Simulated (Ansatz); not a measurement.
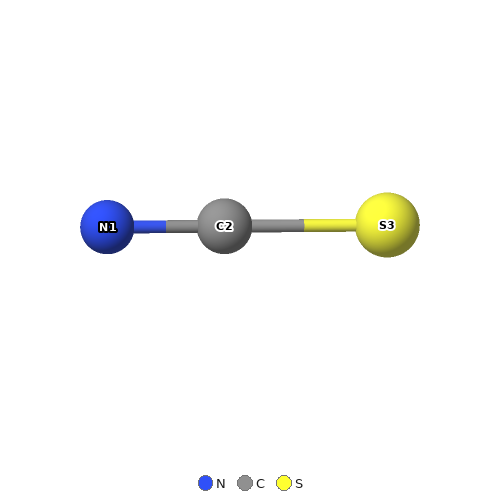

The system is CNS, SMILES [N-]=C=S, charge −1; the picture shows the reference structure. The first coordinate is: angle N1–C2–S3 (carried through 180); the second: change of the bonds C2–N1, C2–S3, all alike. Nothing is relaxed (all other coordinates rigid). The grid has 15 × 15 points; 179 points were computed and 46 follow by symmetry. Points are written as (first, second). Energies are in kJ/mol, from the relaxed molecule at the same level. The restricted reference is unstable at some or all points, so the energies there are unreliable. The calculation used Ansatz, RHF-MP2, frozen core/def2-TZVPD.

Its coordinates:

```xyz
3

N     0.9773    0.4270    0.5846
C     0.0201    0.0088    0.0120
S    -1.3107   -0.5730   -0.7841
```

Range: angle N1–C2–S3 (carried through 180) from 140.0 to 220.0°; change of the bonds C2–N1, C2–S3, all alike from −0.157 to 0.242 Å.

Q: Predict the map.

A: The lowest grid point is at (180.0°, 0.014 Å), 1.2 kJ/mol from the relaxed molecule at the same level. It is the only kind of minimum in the scanned range. The highest grid point, (220.0°, −0.157 Å), lies 341 kJ/mol above the lowest. Round the minimum the two coordinates are nearly uncoupled.

```csv
"second ↓, first →",140.0,145.7,151.4,157.1,162.9,168.6,174.3,180.0,185.7,191.4,197.1,202.9,208.6,214.3,220.0
0.242,281,261,246,236,229,224,222,221,222,224,229,236,246,261,281
0.214,241,222,208,198,191,186,184,183,184,186,191,198,208,222,241
0.185,203,185,171,161,153,149,146,145,146,149,154,161,171,185,203
0.157,170,152,138,128,120,115,111,110,111,115,120,128,138,152,170
0.128,140,122,107,96,88,82,79,78,79,82,88,96,108,122,140
0.100,116,97,82,70,61,55,52,51,52,55,61,70,82,97,116
0.071,96,77,61,49,39,32,28,27,28,32,39,49,61,77,97
0.043,85,64,47,34,23,16,12,11,12,16,23,34,47,64,85
0.014,81,59,41,26,15,7,3,1,3,7,15,26,41,59,81
−0.014,86,63,44,28,16,8,3,1,3,8,16,28,44,63,87
−0.043,104,79,59,42,29,20,15,13,15,20,29,42,59,80,105
−0.071,135,108,86,68,55,45,39,37,39,45,55,69,87,109,135
−0.100,184,155,132,112,97,87,81,79,81,87,97,112,132,156,184
−0.128,250,219,194,174,158,146,140,138,140,146,158,174,194,220,250
−0.157,341,309,282,260,243,231,224,221,224,231,243,260,282,309,342
```

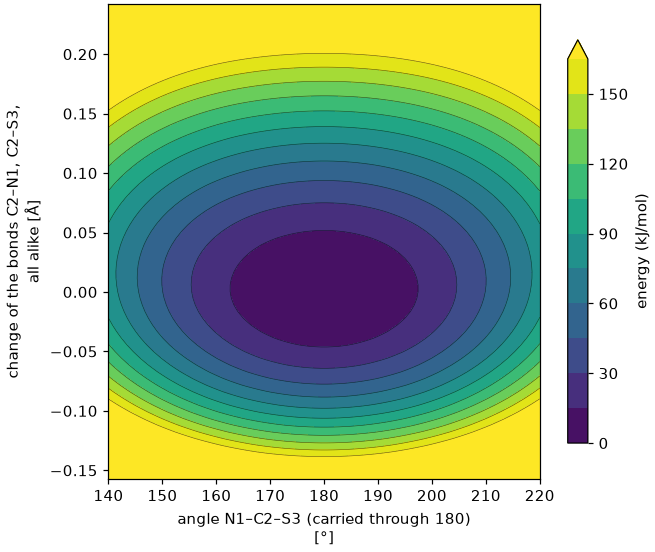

Drawn: filled contours, one colour for all values above the top of the scale. Between grid points the surface is interpolated.

Each point was launched as `ansatz run input.yaml --threads 1 --pin off --max-ram 2560MiB --backend cpu --events-out ev --progress --plain --runs-dir out`. The whole map (179 points run) took 10 min on 1 thread of Arm Neoverse V2 (shared host).
